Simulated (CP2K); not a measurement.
# PM6 run of GaH2O2F (SMILES [OH][Ga]([OH])[F])

What is the vertical singlet–triplet gap of GaH2O2F at PM6? 

The calculation is run with CP2K 2026.2.

1 further run of the same task is left out (it didn't finish).

**1. The system as given**

The species is GaH2O2F (6 atoms), meant as a singlet with charge 0. As SMILES, `[OH][Ga]([OH])[F]`. The coordinates come from a PBE0-D4/def2-TZVP relaxation. This is one conformer, not always the lowest.

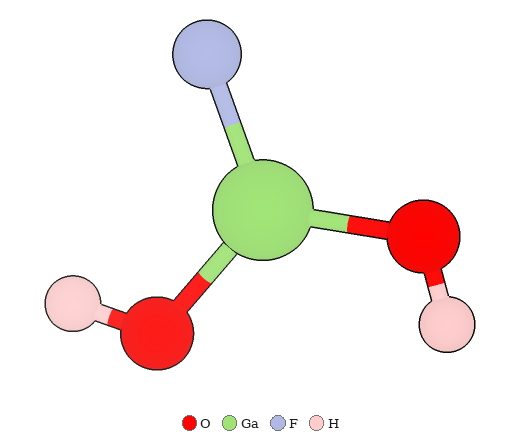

Viewed from a chosen angle; oxygen red, gallium green, fluorine light blue, hydrogen pink.

**2. A single-point energy at PM6**

calc.inp reads:

```
&GLOBAL
 PROJECT_NAME calc
 RUN_TYPE ENERGY
 PRINT_LEVEL MEDIUM
&END GLOBAL

&FORCE_EVAL
 METHOD QS
 &DFT
  CHARGE 0
  MULTIPLICITY 1
  &QS
   METHOD PM6
   EPS_DEFAULT 1.0E-10
   &SE
    &COULOMB
     CUTOFF [angstrom] 50
     RC_RANGE [angstrom] 0
    &END COULOMB
    &EXCHANGE
     CUTOFF [angstrom] 50
     RC_RANGE [angstrom] 0
    &END EXCHANGE
   &END SE
  &END QS
  &POISSON
   PERIODIC NONE
   POISSON_SOLVER ANALYTIC
  &END POISSON
  &SCF
   SCF_GUESS ATOMIC
   EPS_SCF 1.0E-06
   MAX_SCF 50
   &OT ON
    MINIMIZER DIIS
    PRECONDITIONER FULL_SINGLE_INVERSE
   &END OT
   &OUTER_SCF
    EPS_SCF 1.0E-06
    MAX_SCF 5
   &END OUTER_SCF
  &END SCF
  &PRINT
   &MOMENTS
    PERIODIC F
    REFERENCE COM
    MAX_MOMENT 1
   &END MOMENTS
   &MO_CUBES
    NLUMO 1
    NHOMO -1
    WRITE_CUBE F
   &END MO_CUBES
   &HIRSHFELD OFF
   &END HIRSHFELD
  &END PRINT
 &END DFT
 &SUBSYS
  &CELL
   ABC [angstrom] 9.9 11 11.2
   PERIODIC NONE
  &END CELL
  &COORD
   O     -0.297200     1.351000    -0.574800
   Ga    -0.068200    -0.342400    -0.117600
   O      0.794400    -0.842300     1.335300
   F     -0.722600    -1.588800    -1.144800
   H     -0.788800     1.459000    -1.392800
   H      1.124200    -0.100400     1.848500
  &END COORD
  &TOPOLOGY
   &CENTER_COORDINATES
   &END CENTER_COORDINATES
  &END TOPOLOGY
 &END SUBSYS
&END FORCE_EVAL
```

Started as:

```sh
$ OMP_NUM_THREADS=1 cp2k.psmp -i calc.inp > calc.out 2>&1
```

What it wrote, shortened:

```text
CP2K| version string:                                       CP2K version 2026.2
[...]
 GLOBAL| Method name                                                        CP2K
[...]
 GLOBAL| Run type                                                         ENERGY
[...]
                             - Atoms:                                          6
[...]
                             - Spherical basis functions:                     18
[...]
 Number of electrons:                                                         24
[...]
     1 OT DIIS     0.80E-01    0.0     0.44504213       -38.3806685051 -3.84E+01
[...]
     5 OT DIIS     0.80E-01    0.0     0.00000067       -41.9721375667 -5.57E-11
  *** SCF run converged in     5 steps ***
  Core-core repulsion energy [eV]:                           1186.88386202202219
  Core Hamiltonian energy [eV]:                             -1935.48055283376402
  Two-electron integral energy [eV]:                         -787.04651158983438
  Electronic energy [eV]:                                   -2329.00380862868087
  Total energy [eV]:                                        -1142.11994660665914
  Atomic reference energy [eV]:                              1135.43187177641676
  Heat of formation [kcal/mol]:                              -154.23068174578802
[...]
 SE_DIPOLE| Moment [Debye]         -0.05096894      -1.86372269      -0.00233246
 SE_DIPOLE| Derivative [a.u.]       0.00000000       0.00000000       0.00000000
 *** WARNING in qs_scf_post_se.F:140 :: Printing of MO cube files not ***
 *** implemented for Semi-Empirical method.                           ***
 ENERGY| Total FORCE_EVAL ( QS ) energy [hartree]            -41.972137566663200
[...]
```

Run time: 1.2 s. Hardware: 1 thread of Intel Xeon 6975P-C (Granite Rapids), shared host; peak memory 0.18 GiB.

**3. The triplet at the same level**

run.inp reads:

```
&GLOBAL
   PROJECT_NAME run
   RUN_TYPE ENERGY
   PRINT_LEVEL MEDIUM
&END GLOBAL
&FORCE_EVAL
   METHOD QUICKSTEP
   &DFT
      MULTIPLICITY 3
      UNRESTRICTED_KOHN_SHAM T
      &QS
         METHOD PM6
         EPS_DEFAULT 1.0E-10
         &SE
            &COULOMB
               CUTOFF [angstrom] 50
               RC_RANGE [angstrom] 0
            &END COULOMB
            &EXCHANGE
               CUTOFF [angstrom] 50
               RC_RANGE [angstrom] 0
            &END EXCHANGE
         &END SE
      &END QS
      &POISSON
         PERIODIC NONE
         POISSON_SOLVER ANALYTIC
      &END POISSON
      &SCF
         SCF_GUESS ATOMIC
         EPS_SCF 1.0E-06
         MAX_SCF 80
         ADDED_MOS 2
         &DIAGONALIZATION
            ALGORITHM STANDARD
         &END DIAGONALIZATION
         &MIXING
            METHOD DIRECT_P_MIXING
            ALPHA 0.4
         &END MIXING
      &END SCF
      ! extra output
      &PRINT
         &MOMENTS
            PERIODIC F
            REFERENCE COM
            MAX_MOMENT 1
         &END MOMENTS
         &MO ON
            ENERGIES T
            OCCUPATION_NUMBERS T
            NDIGITS 6
            &EACH
               QS_SCF 0
            &END EACH
            ADD_LAST NUMERIC
         &END MO
         &HIRSHFELD OFF
         &END HIRSHFELD
      &END PRINT
   &END DFT
   ! structure
   &SUBSYS
      ! vacuum box
      &CELL
         ABC 9.9 11 11.2
         PERIODIC NONE
      &END CELL
      &COORD
         O     -0.297200     1.351000    -0.574800
         Ga    -0.068200    -0.342400    -0.117600
         O      0.794400    -0.842300     1.335300
         F     -0.722600    -1.588800    -1.144800
         H     -0.788800     1.459000    -1.392800
         H      1.124200    -0.100400     1.848500
      &END COORD
      &TOPOLOGY
         &CENTER_COORDINATES
         &END CENTER_COORDINATES
      &END TOPOLOGY
   &END SUBSYS
&END FORCE_EVAL
```

Started as:

```sh
$ OMP_NUM_THREADS=1 cp2k.psmp -i run.inp > run.out 2>&1
```

What it wrote, shortened:

```text
CP2K| version string:                                       CP2K version 2026.2
[...]
 GLOBAL| Method name                                                        CP2K
[...]
 GLOBAL| Run type                                                         ENERGY
[...]
                             - Atoms:                                          6
[...]
                             - Spherical basis functions:                     18
[...]
 Number of electrons:                                                         13
[...]
     1 P_Mix/Diag. 0.40E+00    0.0     0.59720521       -37.7983777824 -3.78E+01
[...]
    27 DIIS/Diag.  0.37E-06    0.0     0.00000013       -41.8375890137 -1.00E-11
  *** SCF run converged in    27 steps ***
  Core-core repulsion energy [eV]:                           1186.88386202202219
  Core Hamiltonian energy [eV]:                             -1914.82910328772505
  Two-electron integral energy [eV]:                         -821.02690603664382
  Electronic energy [eV]:                                   -2325.34255630604730
  Total energy [eV]:                                        -1138.45869428402489
  Atomic reference energy [eV]:                              1135.43187177641676
  Heat of formation [kcal/mol]:                               -69.80019074561905
[...]
 SE_DIPOLE| Moment [Debye]         -0.95037525      -3.91620647      -1.39911452
 SE_DIPOLE| Derivative [a.u.]       0.00000000       0.00000000       0.00000000
 ENERGY| Total FORCE_EVAL ( QS ) energy [hartree]            -41.837589013677643
[...]
```

It took 0.95 s on 1 thread of Intel Xeon 6975P-C (Granite Rapids), shared host; peak memory 0.18 GiB.

**4. Summary of results**

At PM6:

| quantity | value |
| --- | --- |
| singlet: total energy | -41.97214 Eh |
| singlet: dipole moment | 1.86 D |
| singlet: heat of formation | -154.2 kcal/mol |
| triplet: total energy | -41.83759 Eh |
| triplet: dipole moment | 4.27 D |
| triplet: HOMO energy (highest over α and β) | -8.55 eV |
| triplet: LUMO energy (lowest over α and β) | -5.12 eV |
| triplet: heat of formation | -69.8 kcal/mol |
| vertical energy of the triplet above the singlet | 3.661 eV |

In words: At this shape the triplet lies 3.66 eV (84 kcal/mol) above the singlet.
